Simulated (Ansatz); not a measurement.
**One shape, several levels: doublet InCl+**

Wanted: a comparison of 6 runs (U-wB97M-V/STO-3G, UB2PLYP/STO-3G, UBLYP/STO-3G, UHSE06/STO-3G, UPBE0/STO-3G, UCCSD(T)/STO-3G) of doublet InCl+. 

The results are computed with Ansatz 0.2.0.

47 further runs of the same task are left out: 4 that didn't finish, 43 set aside as unsound or not needed.

### 1 Starting point

The species is InCl+ (2 atoms), meant as a doublet with charge +1. SMILES of the parent species: `[Cl][In]`. Geometry: relaxed at PBE0-D4/def2-TZVP. That shape belongs to the parent species and isn't relaxed for this state.

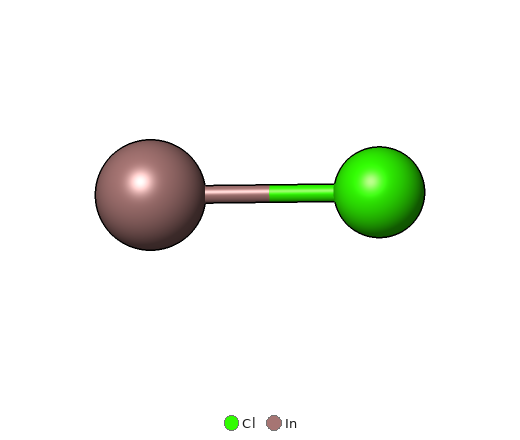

Viewed from a chosen angle; chlorine green, indium brown.

### 2 The energy at U-wB97M-V/STO-3G (run 1)

Input file molecule.yaml:

```yaml
crystal:
  periodic: [false, false, false]
  atoms:
    - {symbol: Cl, position_ang: [0.000000, -0.000000, -0.013930]}
    - {symbol: In, position_ang: [-0.000000, 0.000000, 2.399590]}
basis:
  gaussian: {orbitals: STO-3G}
total_charge: 1
magnetization: {spin_polarized: true, initial_magnetization: 1}
hamiltonian: {xc: {name: wB97M-V}}
accuracy: high
```

On the command line:

```
ansatz run molecule.yaml --threads 1 --pin off --max-ram 3480MiB --events-out events.jsonl --progress --plain --runs-dir runs
```

The program printed:

```text
Warning: RAYON_NUM_THREADS=1 ignored (pool sized by the plan → 1); use --threads N
Functional definition: wB97M-V
  name "wB97M-V"
  parameter omega = 0.3/bohr
  parameter cx = 0.15
  parameter cx01 = 1.007
  parameter cx10 = 0.259
  parameter css00 = 0.443
  parameter css04 = -1.437
  parameter css10 = -4.535
  parameter css20 = -3.390
  parameter css43 = 4.278
  parameter cos00 = 1.000
  parameter cos10 = 1.358
  parameter cos20 = 2.924
  parameter cos21 = -8.812
  parameter cos60 = -1.390
  parameter cos61 = 9.142
  parameter b = 6.0
  parameter c = 0.01
  gx(w, u) = 1 - cx + cx01*u + cx10*w
  gss(w, u) = css00 + css04*u^4 + css10*w + css20*w^2 + css43*w^4*u^3
  gos(w, u) = cos00 + cos10*w + (cos20 + cos21*u)*w^2 + (cos60 + cos61*u)*w^6
  exchange = spin_sum(e_x_unif_sr(omega)*gx(b97_w, b97_u_x)) + cx*exact_x_sr(omega) + exact_x_lr(omega)
  correlation = spin_sum(e_c_pw_mod_same_spin*gss(b97_w, b97_u_same))
      + integral(e_c_pw_mod_opposite_spin*gos(b97_w_opposite, b97_u_opposite)) + vv10(b, c)
635 factors; integrals over basis functions are off by at most 1.2e-8 eV
130 factors; integrals over basis functions are off by at most 6.2e-10 eV
mean field evaluation 1: about -167074.4971 eV, gradient 1.3e1 eV
mean field evaluation 2: about -167076.8319 eV, gradient 1.1e1 eV
mean field evaluation 4: about -167078.1869 eV, gradient 2.9e-1 eV
mean field evaluation 8: about -167078.1922 eV, gradient 1.5e-2 eV
mean field evaluation 16: about -167078.1922 eV, gradient 6.6e-6 eV
mean field -167078.19218589 eV, -6140.0103131654 hartree, gradient 7.7e-8 eV, S^2 0.754266; 0 other end points of the search recorded, 0 dependent functions left out
reference -167078.19218797 eV, -6140.0103132417 hartree; 33, 32 occupied and 3, 4 virtual orbitals, 635 factors
Total energy: -167078.19218797 eV, -6140.0103132417 hartree
```

Wall time 8.1 s (1 thread of AMD EPYC 9R45 (Zen 5), shared host); peak memory 0.52 GiB.

### 3 A single-point energy at UB2PLYP/STO-3G (run 2)

Input file input.yaml:

```yaml
basis:
  gaussian:
    orbitals: STO-3G
crystal:
  periodic: [false, false, false]
  atoms:
    - {symbol: Cl, position_ang: [0.000000, -0.000000, -0.013930]}
    - {symbol: In, position_ang: [-0.000000, 0.000000, 2.399590]}
total_charge: 1
magnetization:
  spin_polarized: true
  initial_magnetization: 1
hamiltonian:
  xc: {name: B2PLYP}
correlation:
  frozen_orbitals: {Cl: 5, In: 18}
accuracy: high
```

On the command line:

```
ansatz run input.yaml --threads 1 --pin off --max-ram 3480MiB --events-out events.jsonl --progress --plain --runs-dir runs
```

The program printed, shortened:

```text
Warning: RAYON_NUM_THREADS=1 ignored (pool sized by the plan → 1); use --threads N
Functional definition: B2PLYP
  name "B2PLYP"
[...]
635 factors; integrals over basis functions are off by at most 1.2e-8 eV
[...]
mean field -167057.00175353 eV, -6139.2315791393 hartree, gradient 6.8e-8 eV, S^2 0.757113; 1 other end points of the search recorded, 0 dependent functions left out
23 core orbitals not correlated: weight in the atoms' cores, before any rotation towards them, 1.000 or more for the frozen orbitals, at most 0.000 for the correlated occupied ones
reference -167057.00177000 eV, -6139.2315797446 hartree; 10, 9 occupied and 3, 4 virtual orbitals, 635 factors
second order -0.81097482 eV of doubles, -0.00000000 eV of singles
Total energy: -167057.22073320 eV, -6139.2396264938 hartree
```

Run time: 1.4 s. Hardware: 1 thread of AMD EPYC 9R45 (Zen 5), shared host; peak memory 0.19 GiB.

Run 3 isn't shown in full; the table further down has it.

### 4 The energy at UHSE06/STO-3G (run 4)

Input file job.yaml:

```yaml
crystal:
  periodic: [false, false, false]
  atoms:
    - {symbol: Cl, position_ang: [0.000000, -0.000000, -0.013930]}
    - {symbol: In, position_ang: [-0.000000, 0.000000, 2.399590]}
basis:
  gaussian: {orbitals: STO-3G}
total_charge: 1
magnetization: {spin_polarized: true, initial_magnetization: 1}
hamiltonian: {xc: {name: HSE06}}
accuracy: high
```

On the command line:

```
ansatz run job.yaml --threads 1 --pin off --max-ram 3480MiB --events-out events.jsonl --progress --plain --runs-dir runs
```

The program printed:

```text
Warning: RAYON_NUM_THREADS=1 ignored (pool sized by the plan → 1); use --threads N
Functional definition: HSE06
  name "HSE06"
  parameter a = 0.25
  parameter omega = 0.11/bohr
  exchange = pbe_x - a*pbe_x_sr(omega) + a*exact_x_sr(omega)
  correlation = pbe_c
635 factors; integrals over basis functions are off by at most 1.2e-8 eV
47 factors; integrals over basis functions are off by at most 1.4e-9 eV
mean field evaluation 1: about -167058.5604 eV, gradient 1.4e1 eV
mean field evaluation 2: about -166987.6916 eV, gradient 8.4e1 eV
mean field evaluation 4: about -167063.0047 eV, gradient 1.3e0 eV
mean field evaluation 8: about -167063.0292 eV, gradient 3.2e-2 eV
mean field evaluation 16: about -167063.0292 eV, gradient 5.8e-9 eV
mean field -167063.02919670 eV, -6139.4530835903 hartree, gradient 6.4e-9 eV, S^2 0.753843; 0 other end points of the search recorded, 0 dependent functions left out
reference -167063.02919850 eV, -6139.4530836566 hartree; 33, 32 occupied and 3, 4 virtual orbitals, 635 factors
Total energy: -167063.02919850 eV, -6139.4530836566 hartree
```

It took 1.2 s on 1 thread of AMD EPYC 9R45 (Zen 5), shared host; peak memory 0.19 GiB.

Run 5 isn't shown in full; the table further down has it.

### 5 The energy at UCCSD(T)/STO-3G (run 6)

Input file run.yaml:

```yaml
basis:
  gaussian:
    orbitals: STO-3G
crystal:
  periodic: [false, false, false]
  atoms:
    - {symbol: Cl, position_ang: [0.000000, -0.000000, -0.013930]}
    - {symbol: In, position_ang: [-0.000000, 0.000000, 2.399590]}
correlation:
  method: ccsd_t
  frozen_orbitals: {Cl: 5, In: 18}
total_charge: 1
accuracy: high
scf:
  omitted_lower_state_checks: [cluster_reference, increment]
magnetization:
  spin_polarized: true
  initial_magnetization: 1
```

On the command line:

```
ansatz run run.yaml --threads 1 --pin off --max-ram 3480MiB --events-out events.jsonl --progress --plain --runs-dir runs
```

The program printed, shortened:

```text
Warning: RAYON_NUM_THREADS=1 ignored (pool sized by the plan → 1); use --threads N
Functional definition: HF
  name "HF"
[...]
635 factors; integrals over basis functions are off by at most 1.2e-8 eV
[...]
mean field -167005.22284776 eV, -6137.3287394493 hartree, gradient 1.1e-8 eV, S^2 0.761294; 3 other end points of the search recorded, 0 dependent functions left out
23 core orbitals not correlated: weight in the atoms' cores, before any rotation towards them, 1.000 or more for the frozen orbitals, at most 0.000 for the correlated occupied ones
reference -167005.22284776 eV, -6137.3287394493 hartree; 10, 9 occupied and 3, 4 virtual orbitals, 635 factors
second order -0.46040951 eV of doubles, -0.00000000 eV of singles
cycle   1  -0.54886713 eV  change   -8.8e-2 eV  update   6.6e-2
[...]
cycle  21  -0.69235613 eV  change   -1.8e-9 eV  update   1.6e-9
perturbative correction -0.05070252 eV, -0.0018632832 hartree
Total energy: -167005.96590641 eV, -6137.3560463509 hartree
Checks for a lower state left out: cluster_reference, increment
```

Run time: 0.62 s. Hardware: 1 thread of AMD EPYC 9R45 (Zen 5), shared host; peak memory 0.14 GiB.

### 6 All runs side by side

| run | level | frozen core orbitals | energy (Eh) | ⟨S²⟩ | wall time |
| --- | --- | --- | --- | --- | --- |
| 1 | U-wB97M-V/STO-3G | – | -6140.010313 | 0.754 | 8.1 s |
| 2 | UB2PLYP/STO-3G | 23 | -6139.239626 | 0.757 | 1.4 s |
| 3 | UBLYP/STO-3G | – | -6139.652732 | 0.752 | 1.4 s |
| 4 | UHSE06/STO-3G | – | -6139.453084 | 0.754 | 1.2 s |
| 5 | UPBE0/STO-3G | – | -6139.440485 | 0.754 | 0.92 s |
| 6 | UCCSD(T)/STO-3G | 23 | -6137.356046 | 0.761 | 0.62 s |

### 7 What came out

| quantity | value |
| --- | --- |
| run 6: total energy | -6137.35605 Eh |
| run 6: correlation energy (23 core orbitals frozen) | -27.3 mEh |
| run 6: (T) correction | -1.86 mEh |
| run 6: ⟨S²⟩ of the reference determinant | 0.761 |
| run 6: T1 diagnostic | 0.018 |

Totals of different functionals can't be ranked against each other. In runs 1, 2, 3, 4, 5, 6 the basis is minimal, so the values are rough. In runs 1, 2, 3, 4, 5, 6 relativity is left out where basis or elements ask for it. All runs together took 14 s, the longest 8.1 s.
